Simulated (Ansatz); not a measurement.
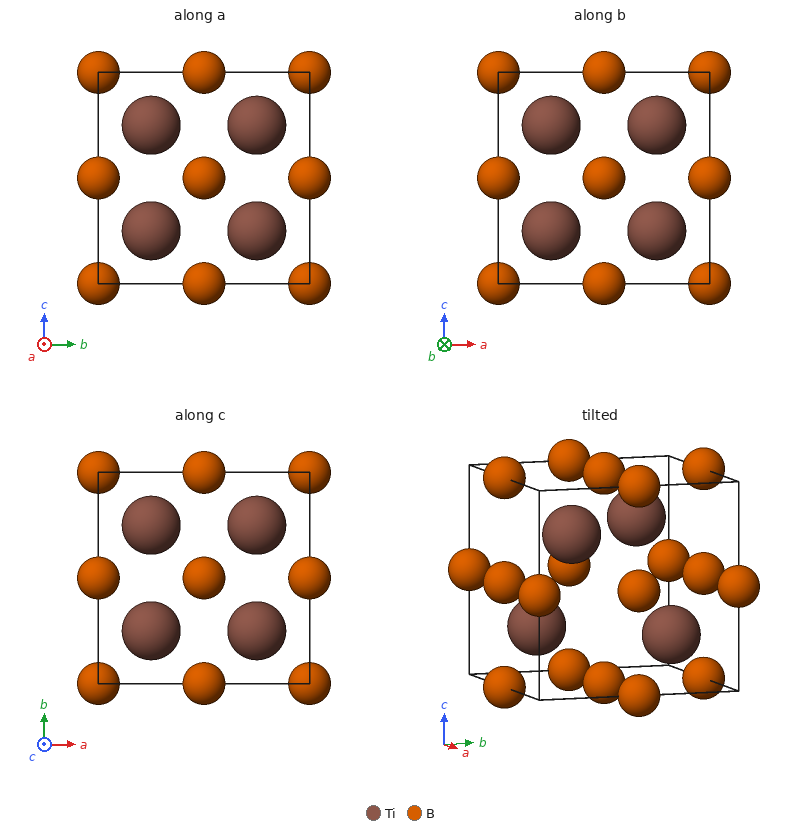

The figure gives a spheres-only picture of the atoms, viewed along the a axis, along the b axis, along the c axis and slightly off an axis. The lines enclose the conventional unit cell; boundary atoms appear with their images.

Lattice parameters: a = 5.049 Å, b = 5.049 Å, c = 5.049 Å, α = 90.00°, β = 90.00°, γ = 90.00°. Put a along x and b in the xy plane.

Question: Express the structure as a POSCAR file.

Answer:
```
Ti B
1.0
     5.049    0.000    0.000
     0.000    5.049    0.000
     0.000    0.000    5.049
Ti B
4 6
Direct
  0.2500 0.2500 0.2500
  0.2500 0.7500 0.7500
  0.7500 0.7500 0.2500
  0.7500 0.2500 0.7500
  0.0000 0.5000 0.5000
  0.0000 0.5000 0.0000
  0.5000 0.0000 0.5000
  0.0000 0.0000 0.5000
  0.5000 0.0000 0.0000
  0.5000 0.5000 0.0000
```

The structure comes from a structure type filled with these elements by a generator (whether the compound takes this form wasn't checked). What is shown is the relaxed result from DFT PBE, scalar-relativistic, plane waves, PAW in Ansatz.
